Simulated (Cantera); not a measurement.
Charge: 1 mol Si2Cl6, 0.018 mol Cl2, a varied amount of H2, equilibrated at 1725 K and 0.200 bar.

Cantera equilibrium calculation (NASA polynomials, part measured and part estimated; ideal gas, pure solids and liquids). Candidate condensed phases: Si; 19 gas species. The feed counts by its element totals alone. The tables' values for SiCl3, SiCl are old estimates; treat these amounts as uncertain. Gases not in the tables: Si2H6 and higher silanes. The numbers say what is thermodynamically allowed, not how fast it happens.

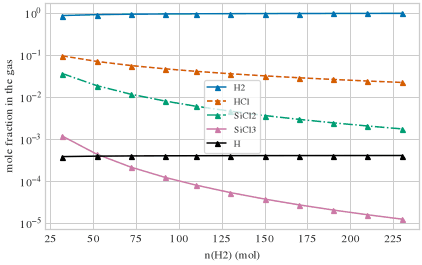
Figure: Equilibrium gas composition (values under 1e-9 drawn at 1e-9)

From 32 mol H2 to 230 mol H2 the condensed part is Si(l). The main Si-bearing gas is SiCl2 throughout. The share of Si in condensed phases is highest at 230 mol H2 (78.9 %) and lowest at 32 mol H2 (33.9 %).
